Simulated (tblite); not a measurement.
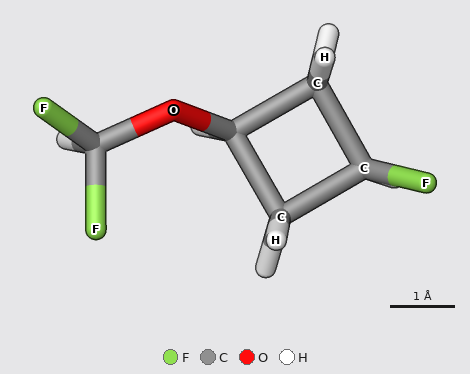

Figure 1. The structure as given in the input (stick view, seen at an oblique angle). Bond lengths as drawn: C–C 1.53 to 1.54 Å, C–F 1.34 to 1.37 Å, C–H 1.09 to 1.11 Å and C–O 1.34 to 1.42 Å.

**Molecular dynamics of C5H7F3O (part 1 of 3)**

- system: C5H7F3O
- method: GFN2-xTB Langevin dynamics, gas phase (tblite 0.8.0)

## The input
```
{"job": {"kind": "md", "xc": "GFN2-xTB", "basis": "xTB", "temperature": 300, "steps": 2000, "every": 50}, "charge": 0, "multiplicity": 1}
F      3.058543    -0.001464    -1.542996
C      2.281054     0.181324    -0.470956
F      2.641101    -0.781643     0.423964
O      0.995187     0.066901    -0.847066
C      0.042160     0.462068     0.126844
C     -1.395533     0.439255    -0.407334
C     -1.821133    -0.342728     0.842577
F     -2.552348    -1.472104     0.593021
C     -0.346514    -0.589395     1.184722
H      2.537616     1.155370    -0.003683
H      0.340003     1.424769     0.560191
H     -1.463254    -0.177479    -1.299800
H     -1.871671     1.399503    -0.581508
H     -2.379460     0.233215     1.585010
H     -0.036223    -1.587606     0.884110
H     -0.037128    -0.401041     2.208978
```

The first line tells a small driver script what to run in tblite; the rest is the geometry in Å.

Machine: 1 CPU thread, shared host.

Launched with:
```bash
OMP_NUM_THREADS=1 python <driver script> task.json out
```

## What the program printed
```
t/fs     T/K      E/eV
    0.0   244.0   -885.37688
   25.0   124.7   -885.06444
   50.0   170.6   -885.00389
   75.0   207.3   -885.05234
  100.0   197.4   -885.02623
  125.0   215.0   -885.04894
  150.0   291.1   -885.12253
  175.0   205.0   -884.92467
  200.0   158.3   -884.95224
  225.0   247.6   -884.98656
  250.0   267.5   -884.99628
  275.0   263.0   -884.90727
  300.0   248.3   -884.81015
  325.0   256.6   -884.81742
  350.0   319.7   -884.97950
  375.0   252.0   -884.86682
  400.0   264.7   -885.00848
  425.0   237.4   -884.90749
  450.0   243.5   -884.96520
  475.0   304.7   -884.89974
  500.0   228.8   -884.91604
  525.0   235.8   -884.83058
  550.0   235.3   -884.53571
  575.0   244.5   -884.71598
  600.0   331.8   -884.81897
  625.0   311.8   -884.65122
  650.0   341.0   -884.89236
  675.0   290.0   -884.84028
  700.0   363.6   -884.98156
  725.0   317.5   -884.85836
  750.0   271.7   -884.75087
  775.0   277.7   -884.60259
  800.0   398.9   -884.93448
  825.0   286.1   -884.84319
  850.0   285.5   -884.98330
  875.0   259.5   -884.95071
  900.0   273.4   -884.89210
  925.0   422.0   -884.91095
  950.0   391.0   -884.90919
  975.0   281.6   -884.86916
 1000.0   317.4   -885.00598
```

## Trajectory as extended XYZ (Å, eV, eV/Å), 41 frames, from step=0 to step=40
```
16
Properties=species:S:1:pos:R:3:forces:R:3 step=0 time_fs=0.0 energy=-885.37688 temperature=244.0
F     3.0585   -0.0015   -1.5430    0.0029   0.0044  -0.0070
C     2.2811    0.1813   -0.4710    0.0026  -0.0018   0.0018
F     2.6411   -0.7816    0.4240   -0.0048  -0.0016  -0.0004
O     0.9952    0.0669   -0.8471    0.0020   0.0040   0.0081
C     0.0422    0.4621    0.1268   -0.0012   0.0006   0.0008
C    -1.3955    0.4393   -0.4073   -0.0004  -0.0005   0.0017
C    -1.8211   -0.3427    0.8426   -0.0012  -0.0017  -0.0002
F    -2.5523   -1.4721    0.5930   -0.0080  -0.0019   0.0023
C    -0.3465   -0.5894    1.1847   -0.0003   0.0018  -0.0011
H     2.5376    1.1554   -0.0037    0.0006  -0.0041   0.0015
H     0.3400    1.4248    0.5602    0.0017  -0.0024  -0.0013
H    -1.4633   -0.1775   -1.2998    0.0036   0.0000   0.0033
H    -1.8717    1.3995   -0.5815   -0.0011  -0.0058   0.0039
H    -2.3795    0.2332    1.5850   -0.0032   0.0022  -0.0066
H    -0.0362   -1.5876    0.8841    0.0019   0.0027  -0.0010
H    -0.0371   -0.4010    2.2090    0.0051   0.0041  -0.0057
16
Properties=species:S:1:pos:R:3:forces:R:3 step=1 time_fs=25.0 energy=-885.06444 temperature=124.7
F     3.0910   -0.0152   -1.5331    0.0252   0.0793  -0.4983
C     2.2788    0.1739   -0.5049    0.0066  -0.6205   0.5729
F     2.6680   -0.8093    0.4002   -0.1813   0.5663  -0.0951
O     0.9979   -0.0044   -0.8674   -0.4219   0.1688   0.4585
C     0.0267    0.4450    0.1130    0.2994  -1.4984   0.1212
C    -1.3964    0.4729   -0.4419   -0.5204  -0.8548  -0.1029
C    -1.8484   -0.3943    0.7823   -0.3805   0.9429   0.4245
F    -2.6229   -1.5165    0.6220    0.3852   0.3294  -0.3889
C    -0.3924   -0.6131    1.2395   -0.0893   1.6154  -0.8269
H     2.5102    1.1634   -0.0496   -0.0594  -0.2109   0.0804
H     0.4349    1.3204    0.5452    0.0484   1.2684   0.4040
H    -1.4960   -0.0534   -1.4059    0.2823   0.0292   0.4652
H    -1.9008    1.4434   -0.5742    0.3500  -0.3516   0.3419
H    -2.4213    0.2617    1.4762    0.2357  -0.4448  -0.1035
H     0.0277   -1.5489    0.9509    0.0188  -0.7639   0.1331
H    -0.1877   -0.3439    2.3026    0.0012  -0.2548  -0.9862
16
Properties=species:S:1:pos:R:3:forces:R:3 step=2 time_fs=50.0 energy=-885.00389 temperature=170.6
F     3.0413    0.0468   -1.5085   -0.5208  -0.2351   0.5287
C     2.2117    0.0996   -0.4414    0.1086   0.9431   0.2389
F     2.6159   -0.8346    0.4562    0.2735  -0.0539  -0.1692
O     0.9292   -0.1017   -0.7939    0.6617  -0.0279  -0.9364
C    -0.0086    0.4128    0.1087   -0.7499  -1.9697   0.7120
C    -1.4371    0.4276   -0.4035   -1.1831   0.8684   0.1415
C    -1.9277   -0.3418    0.8763    0.6655   0.2242  -1.4628
F    -2.5959   -1.4710    0.5164   -0.4413  -0.3188   0.1335
C    -0.4734   -0.6270    1.1952    1.6922   0.1880  -0.3482
H     2.3623    1.1151    0.0655    0.0640  -0.7101  -0.3741
H     0.4124    1.2436    0.6016    0.0505   1.6018   0.2450
H    -1.6356   -0.1958   -1.2721    0.4594  -0.1186   0.0037
H    -1.8639    1.4218   -0.6478    0.1598  -0.4529   0.4262
H    -2.5454    0.1910    1.5738   -0.1349   0.3001   0.4192
H    -0.1333   -1.5892    0.7795   -0.4920   0.0392   0.5673
H    -0.0126   -0.4428    2.1754   -0.6132  -0.2777  -0.1253
16
Properties=species:S:1:pos:R:3:forces:R:3 step=3 time_fs=75.0 energy=-885.05234 temperature=207.3
F     2.9292    0.1250   -1.4221    0.6628  -0.1358  -0.8286
C     2.1308    0.0951   -0.3759   -0.1586   0.6409  -0.0280
F     2.6030   -0.8483    0.4419    0.2771  -0.5560   0.5187
O     0.8767   -0.1392   -0.7693    0.0435  -0.1752  -0.3704
C    -0.0538    0.3665    0.1354   -0.4691  -0.2959   0.8605
C    -1.4793    0.4043   -0.4305    0.1394  -0.2063   1.1152
C    -1.9613   -0.3503    0.8410    0.2274   0.4500  -0.7365
F    -2.6805   -1.4379    0.4787   -0.4295  -0.4307   0.4289
C    -0.5233   -0.6343    1.2753    0.6327   1.0642  -1.7307
H     2.2083    1.0736    0.1394    0.2937   0.0800   0.2146
H     0.3773    1.2860    0.5903   -0.6748  -0.0296  -0.3719
H    -1.6462   -0.1706   -1.3234    0.3509  -0.4633  -0.2081
H    -1.9034    1.3598   -0.6080   -0.2869   0.9739   0.0422
H    -2.5153    0.2726    1.5408   -0.3114  -0.1758   0.0677
H    -0.1648   -1.6040    0.9558   -0.1582  -0.3061   0.5177
H    -0.1905   -0.2804    2.2322   -0.1390  -0.4343   0.5086
16
Properties=species:S:1:pos:R:3:forces:R:3 step=4 time_fs=100.0 energy=-885.02623 temperature=197.4
F     2.9289    0.2229   -1.4411   -0.1045  -0.5900   0.1504
C     2.1691    0.1064   -0.3548   -1.0233   0.4203   1.0214
F     2.5954   -0.9312    0.4502    0.1538   0.3769  -0.7961
O     0.8482   -0.0805   -0.6831    0.9328   0.2025  -0.0372
C    -0.1146    0.4196    0.2251   -0.4294   0.1355   0.9184
C    -1.5110    0.4222   -0.3806   -0.9476   0.0919  -2.1044
C    -2.0964   -0.3569    0.7886    0.2119   1.0052   1.0122
F    -2.8544   -1.4590    0.5250    0.1361   0.2355  -0.0854
C    -0.6745   -0.6140    1.3182    0.9658   1.0993  -1.8078
H     2.3294    1.0349    0.2623   -0.0670  -0.3160  -0.2099
H     0.2216    1.4189    0.6349   -0.2830  -0.9256  -0.2414
H    -1.5304   -0.2339   -1.2860    0.1850   0.4440   0.5489
H    -1.9922    1.3925   -0.7097    0.5785  -0.9412   0.6632
H    -2.6610    0.3246    1.4653   -0.0224  -0.6309  -0.2139
H    -0.2634   -1.5709    1.0365   -0.1688  -0.3854   0.3119
H    -0.4139   -0.2830    2.2932   -0.1179  -0.2221   0.8696
16
Properties=species:S:1:pos:R:3:forces:R:3 step=5 time_fs=125.0 energy=-885.04894 temperature=215.0
F     2.8772    0.1587   -1.3897   -0.5698   0.3349   0.4018
C     2.1292    0.1705   -0.2530    0.2300  -1.5778  -0.4591
F     2.6249   -0.9431    0.4224   -0.1696   0.7670   0.0999
O     0.8362   -0.0472   -0.5638    0.4583   0.2437  -0.2183
C    -0.1967    0.3331    0.3121    0.3671   0.9527   0.8624
C    -1.5255    0.4074   -0.3709   -1.3865  -0.3913  -1.7090
C    -2.1748   -0.3334    0.7969   -0.6283   0.4354   1.1639
F    -2.9853   -1.4096    0.4673    0.5279   0.5877   0.1672
C    -0.7645   -0.6944    1.3450   -0.3766   1.2470  -0.9696
H     2.3667    1.0709    0.3188   -0.0094   0.1362   0.2336
H    -0.0370    1.3485    0.7827    0.5544  -0.9325  -0.1543
H    -1.5461   -0.2160   -1.3023    0.0315   0.3580   0.7850
H    -1.9147    1.4018   -0.6546    0.1569  -0.4434   0.3035
H    -2.7736    0.3122    1.5193    0.4785  -0.6680  -0.8788
H    -0.5738   -1.7065    1.0737    0.5202  -0.6080   0.0950
H    -0.5169   -0.4051    2.3547   -0.1845  -0.4416   0.2767
16
Properties=species:S:1:pos:R:3:forces:R:3 step=6 time_fs=150.0 energy=-885.12253 temperature=291.1
F     2.7764    0.1404   -1.3653   -0.0312  -0.1506   0.2345
C     2.0968    0.1063   -0.1995    0.0900   0.1291  -0.1132
F     2.6828   -0.8839    0.5524   -0.3749   0.3127  -0.3170
O     0.7998   -0.1329   -0.5006    0.6090   0.1957   0.7872
C    -0.2230    0.2933    0.3995   -0.4511  -0.0398  -1.1000
C    -1.5383    0.3584   -0.4187    0.4250  -0.9294   0.9355
C    -2.2351   -0.3295    0.7554    0.3248   0.0367   0.6995
F    -3.0165   -1.3705    0.4084   -0.6267  -0.5708  -0.1406
C    -0.8600   -0.7544    1.3176   -0.5750   0.0042  -0.1449
H     2.3142    1.0704    0.3237   -0.2560  -0.2885  -0.0008
H    -0.0530    1.2490    0.8692    0.6589   0.2480   0.2835
H    -1.4046   -0.2876   -1.2748   -0.2793  -0.2575  -0.1029
H    -1.9520    1.2735   -0.7118   -0.2681   1.3883  -0.4001
H    -2.8109    0.2830    1.4732    0.0931   0.0628  -0.5364
H    -0.7102   -1.7563    0.9407    0.4689  -0.2345   0.0720
H    -0.7279   -0.7101    2.3966    0.1927   0.0937  -0.1562
16
Properties=species:S:1:pos:R:3:forces:R:3 step=7 time_fs=175.0 energy=-884.92467 temperature=205.0
F     2.7352    0.1230   -1.3014    0.7868   0.2375  -0.1669
C     2.1123    0.0879   -0.1254   -1.3348   0.1149  -0.5249
F     2.7248   -0.8060    0.6376    0.6547  -0.4743   0.4927
O     0.8488   -0.3221   -0.4145   -0.1728   0.7739   0.4196
C    -0.1913    0.2462    0.3647   -1.2339   0.3424  -1.5991
C    -1.5638    0.3895   -0.4396    0.5076  -1.2742   1.1437
C    -2.2527   -0.3423    0.7472    1.1467  -1.4855  -2.3508
F    -3.1228   -1.3633    0.3947    0.4140   0.1193  -0.0325
C    -0.8748   -0.7396    1.2434   -0.7777  -1.9808   1.8170
H     2.1384    1.0727    0.3886    0.2584  -0.0637  -0.1944
H     0.0533    1.1811    0.8517    0.4724   0.1976   0.0434
H    -1.5372   -0.2688   -1.2973   -0.0004   0.0593  -0.1951
H    -2.0148    1.3229   -0.6464    0.1231   1.0088  -0.3859
H    -2.7795    0.2322    1.4042   -1.4195   1.8033   1.6420
H    -0.6660   -1.7976    0.9556    0.0738   0.8135   0.2582
H    -0.8177   -0.6210    2.3386    0.5014  -0.1919  -0.3668
16
Properties=species:S:1:pos:R:3:forces:R:3 step=8 time_fs=200.0 energy=-884.95224 temperature=158.3
F     2.7415    0.1160   -1.2856   -0.2712  -0.3293   0.6923
C     2.0401    0.0060   -0.1213   -0.1787  -0.3098  -0.3996
F     2.7718   -0.7869    0.7261   -0.3870   0.1350  -0.6619
O     0.7862   -0.4593   -0.3666    0.9593   0.7090   0.2445
C    -0.2519    0.1855    0.3494   -0.6745   0.7477  -0.1714
C    -1.5698    0.3534   -0.4698   -0.2410   1.1270   1.0302
C    -2.3214   -0.3292    0.7179    0.8644   0.1544   0.0355
F    -3.1172   -1.3558    0.3543   -0.4066  -0.3809  -0.0884
C    -0.9438   -0.7574    1.3033   -1.2659  -0.3270   1.0243
H     1.9867    0.9850    0.3424    0.3196   0.6686   0.2462
H    -0.0686    1.1952    0.8394    0.7421  -1.1577  -0.6364
H    -1.5862   -0.1995   -1.4145   -0.1325   0.3113   0.4356
H    -1.8451    1.4462   -0.5325    0.1657  -1.2216  -0.5848
H    -2.9000    0.3126    1.4124    0.1742  -0.1024  -0.5775
H    -0.7476   -1.7951    1.0387    0.0818   0.0528   0.0906
H    -0.8614   -0.6123    2.4001    0.2504  -0.0771  -0.6792
16
Properties=species:S:1:pos:R:3:forces:R:3 step=9 time_fs=225.0 energy=-884.98656 temperature=247.6
F     2.7684    0.0512   -1.2076    0.0146   0.1739  -0.3239
C     2.0431    0.0357   -0.0852   -1.1622  -1.2209  -0.8960
F     2.7554   -0.7435    0.7457   -0.1711  -0.0797   0.4071
O     0.7887   -0.4704   -0.3673    0.1854   0.7777   0.8342
C    -0.3020    0.1342    0.3758    0.6322  -0.2856   1.0108
C    -1.5805    0.3064   -0.3973   -0.4594   0.1166  -0.7453
C    -2.4116   -0.3438    0.6992    1.2088  -0.0502   1.8728
F    -3.1195   -1.4158    0.2928   -0.5766  -0.2948  -0.2051
C    -1.0324   -0.8031    1.3882   -1.0212   0.9465  -1.0010
H     1.9341    1.0257    0.3068    0.4269   1.0246   0.5373
H    -0.0137    1.0750    0.8643    0.3909  -0.1931  -0.0834
H    -1.4792   -0.4178   -1.1987   -0.4611   0.1995  -0.5179
H    -1.8725    1.3134   -0.7310    0.2064  -0.4938  -0.0099
H    -3.0797    0.2769    1.3687    0.6738  -0.4398  -0.8243
H    -0.8583   -1.8407    1.2045    0.1216  -0.5804  -0.3704
H    -0.8958   -0.6391    2.4409   -0.0092   0.3995   0.3150
16
Properties=species:S:1:pos:R:3:forces:R:3 step=10 time_fs=250.0 energy=-884.99628 temperature=267.5
F     2.7563    0.0427   -1.1823   -0.7619  -0.0638   0.0641
C     1.9877    0.0804   -0.0617    0.0519  -0.9931  -0.2494
F     2.6823   -0.7378    0.7907   -0.4113   0.2511   0.0592
O     0.7234   -0.3487   -0.2733    0.6790  -0.7488  -0.6743
C    -0.3811    0.1666    0.4212   -0.2618  -0.6194   1.1021
C    -1.6481    0.2709   -0.4296    0.3147  -0.1678   0.8697
C    -2.4162   -0.4677    0.6659   -0.6647   0.7359   0.6589
F    -3.2277   -1.4858    0.2343    0.3174   0.1546   0.1629
C    -1.1375   -0.8055    1.4445    0.2969  -0.0878  -1.6521
H     2.0147    1.0853    0.2983    0.2254   1.1314   0.6943
H    -0.1509    1.1113    0.8756    0.3656   0.5717   0.4391
H    -1.5683   -0.3886   -1.2468    0.1049  -0.5198  -1.2150
H    -1.8992    1.2813   -0.7217   -0.3794  -0.0435  -0.0312
H    -3.0148    0.2027    1.3018   -0.3732  -0.1584  -0.3290
H    -0.8500   -1.8515    1.3837    0.1759   0.0202  -0.3938
H    -1.2089   -0.5747    2.4848    0.3206   0.5376   0.4946
16
Properties=species:S:1:pos:R:3:forces:R:3 step=11 time_fs=275.0 energy=-884.90727 temperature=263.0
F     2.6270    0.0749   -1.1150    0.5227  -0.1585   0.2156
C     1.9712    0.0640    0.0609    0.3550   0.2125  -0.0899
F     2.6705   -0.7815    0.9125   -0.6316   0.4319  -0.6730
O     0.7361   -0.3110   -0.2361   -0.5705  -0.9966   0.0300
C    -0.3870    0.1805    0.4554   -1.3722   0.1418   0.0199
C    -1.6950    0.2276   -0.4302    1.1210   0.1698  -1.0507
C    -2.4821   -0.4975    0.6319   -0.5730   0.4580   0.2298
F    -3.2938   -1.5530    0.1835    1.0188   0.6489   0.4787
C    -1.1774   -0.7677    1.3597    0.8818  -2.5720   0.0799
H     2.0343    1.0778    0.4835    0.1582   0.1755   0.3304
H    -0.1138    1.0504    1.0450   -0.0591   0.6804  -0.4175
H    -1.6233   -0.4538   -1.3028    0.3229   0.6775   0.3197
H    -2.0123    1.2320   -0.7242   -0.0700  -0.3361  -0.0573
H    -3.1385    0.1935    1.1336   -0.5522   0.0534   0.5167
H    -0.8530   -1.7856    1.0179   -0.2377   0.4283   0.7141
H    -1.0648   -0.6797    2.4560   -0.3140  -0.0148  -0.6464
16
Properties=species:S:1:pos:R:3:forces:R:3 step=12 time_fs=300.0 energy=-884.81015 temperature=248.3
F     2.5738    0.1065   -0.9923    0.6535  -0.0409  -1.1152
C     1.8910    0.0514    0.1522   -0.4061   1.9108  -0.5679
F     2.5779   -0.8027    0.8857    0.1759  -0.5736   1.0428
O     0.6553   -0.3388   -0.1583   -0.4719  -0.2675  -0.1625
C    -0.5268    0.1843    0.4509    0.8230  -0.8780  -0.0788
C    -1.7613    0.1756   -0.5270    1.6210  -0.5815   0.3599
C    -2.5209   -0.4451    0.6795    0.1335   1.0995  -0.8268
F    -3.2776   -1.4758    0.3283   -1.1518  -1.1469  -0.1597
C    -1.2103   -0.8434    1.3635   -0.3543   0.6262   0.4590
H     1.9795    1.1204    0.5385   -0.2260  -0.8407   0.4509
H    -0.2715    1.0228    1.1024   -0.1913   0.6651  -0.7594
H    -1.5594   -0.5500   -1.3762   -0.2442   0.6473   1.2282
H    -2.0571    1.1176   -0.9776   -0.1841   0.0175   0.3260
H    -3.1629    0.3409    1.1085    0.1733  -0.4290   0.4728
H    -0.9429   -1.8637    1.1325   -0.0152  -0.1710  -0.2060
H    -1.0692   -0.6805    2.4464   -0.3351  -0.0373  -0.4634
```
